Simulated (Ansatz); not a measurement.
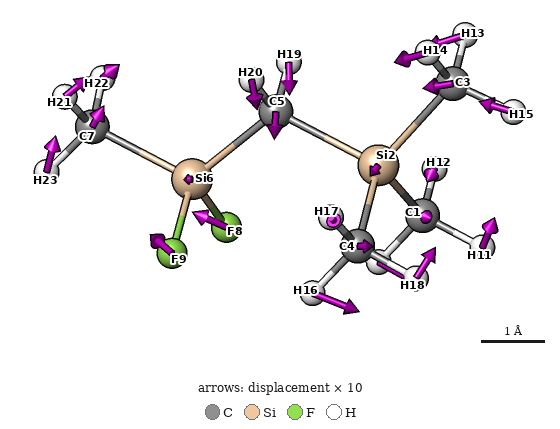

This is a relaxation of C₅H₁₄F₂Si₂. The starting structure is drawn; purple arrows show the displacements, magnified 10 times. The two geometries are superimposed by the best rigid fit.

Style: ball-and-stick. Shown at a tilt.

The start comes from PBE-D4/def2-SVP.

Computed with RKS PBE0-D4/def2-TZVP (Ansatz).

The input:
```yaml
crystal:
  periodic: [false, false, false]
  atoms:
    - {symbol: C, position_ang: [-0.536657, -1.506186, -1.691024]}
    - {symbol: Si, position_ang: [0.322701, -1.155035, -0.044484]}
    - {symbol: C, position_ang: [1.985024, -2.059573, 0.028755]}
    - {symbol: C, position_ang: [-0.772031, -1.689905, 1.400499]}
    - {symbol: C, position_ang: [0.655181, 0.724196, 0.092118]}
    - {symbol: Si, position_ang: [-0.829304, 1.836585, 0.043555]}
    - {symbol: C, position_ang: [-0.501999, 3.665333, 0.181174]}
    - {symbol: F, position_ang: [-1.658854, 1.567014, -1.349744]}
    - {symbol: F, position_ang: [-1.861930, 1.407503, 1.248381]}
    - {symbol: H, position_ang: [-1.494791, -0.954360, -1.762504]}
    - {symbol: H, position_ang: [-0.744728, -2.590159, -1.807313]}
    - {symbol: H, position_ang: [0.093558, -1.188085, -2.547239]}
    - {symbol: H, position_ang: [2.650462, -1.749645, -0.803374]}
    - {symbol: H, position_ang: [2.513995, -1.855034, 0.982490]}
    - {symbol: H, position_ang: [1.839550, -3.157319, -0.047081]}
    - {symbol: H, position_ang: [-1.735868, -1.143769, 1.389441]}
    - {symbol: H, position_ang: [-0.282786, -1.478090, 2.373735]}
    - {symbol: H, position_ang: [-0.982501, -2.778747, 1.356413]}
    - {symbol: H, position_ang: [1.339021, 1.025448, -0.732529]}
    - {symbol: H, position_ang: [1.199617, 0.919100, 1.043054]}
    - {symbol: H, position_ang: [0.000035, 3.901923, 1.141183]}
    - {symbol: H, position_ang: [0.153841, 4.009031, -0.644269]}
    - {symbol: H, position_ang: [-1.446937, 4.242874, 0.134162]}
basis:
  gaussian: {orbitals: def2-TZVP}
hamiltonian: {xc: pbe0, dispersion: d4}
relax: {f_tol: 0.005, max_steps: 150}
```

### What did the optimiser do to the structure, and how much energy did it gain?

The energy falls by 3.49 kcal/mol in 5 geometry steps. Largest force component: 1.2 eV/Å at the start, 0.0031 eV/Å at the end. The atom that moves furthest after the best rigid fit is H10 (0.086 Å). By element the largest moves are H 0.086 Å, F 0.066 Å, C 0.054 Å, Si 0.024 Å. Some distances before and after: Si6–F8 1.644 → 1.599 Å, Si2–C5 1.913 → 1.891 Å, C1–Si2 1.890 → 1.871 Å, C5–Si6 1.856 → 1.838 Å. The run took about 29 s of wall time on a shared GPU.
